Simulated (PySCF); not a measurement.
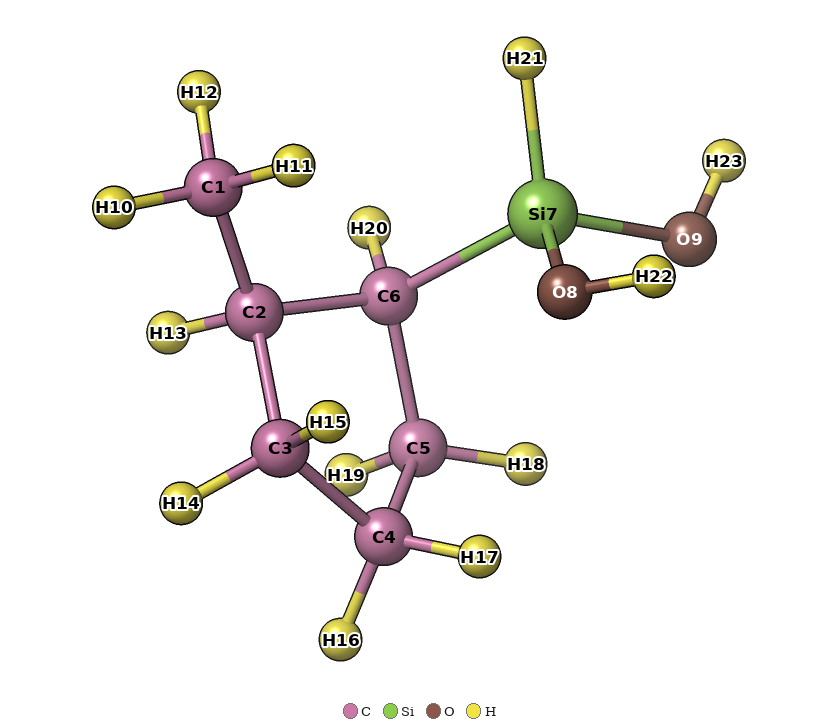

The computed structure is the end point of a PBE0-D3(BJ)/def2-SVP optimisation. No frequency run is at hand to confirm it as a minimum.

Question: Describe the coordination of atom 3.

Answer: C3 has 4 neighbours (C2 at 1.54, C4 at 1.54, H14 at 1.10, H15 at 1.10 Å); the arrangement is tetrahedral.

Question: Describe the coordination of atom 6.

Answer: C6 has 4 neighbours (C2 at 1.54, C5 at 1.54, Si7 at 1.87, H20 at 1.11 Å); the arrangement is tetrahedral.

Question: How are the neighbours of atom 8 arranged?

Answer: O8 has 2 neighbours (Si7 at 1.66, H22 at 0.96 Å); the arrangement is bent.

Question: Describe the coordination of atom 5.

Answer: C5 has 4 neighbours (C4 at 1.54, C6 at 1.54, H18 at 1.10, H19 at 1.10 Å); the arrangement is tetrahedral.

Question: What is the dihedral angle C1–C2–C3–C4?

Answer: 154° in size, that is anti.
